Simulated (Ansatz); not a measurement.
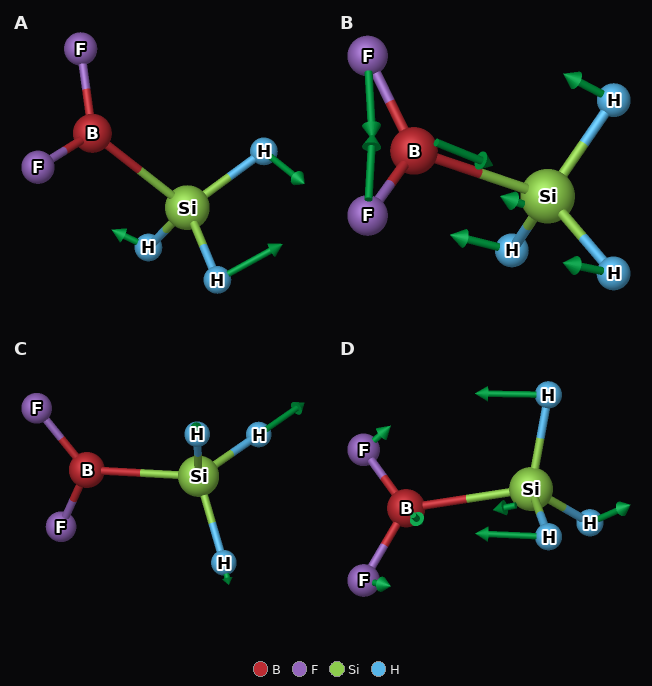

4 normal modes of one molecule or complex, as arrows. Harmonic vibrations computed with RKS PBE0-D4/def2-TZVP (Ansatz 0.2.0) at a stationary point of the same level.

Match the panels to the wavenumbers 375 cm⁻¹, 616 cm⁻¹, 941 cm⁻¹, 2222 cm⁻¹.

Answer. A: 941 cm⁻¹, H–Si–H bending
B: 616 cm⁻¹
C: 2222 cm⁻¹, Si–H stretching
D: 375 cm⁻¹
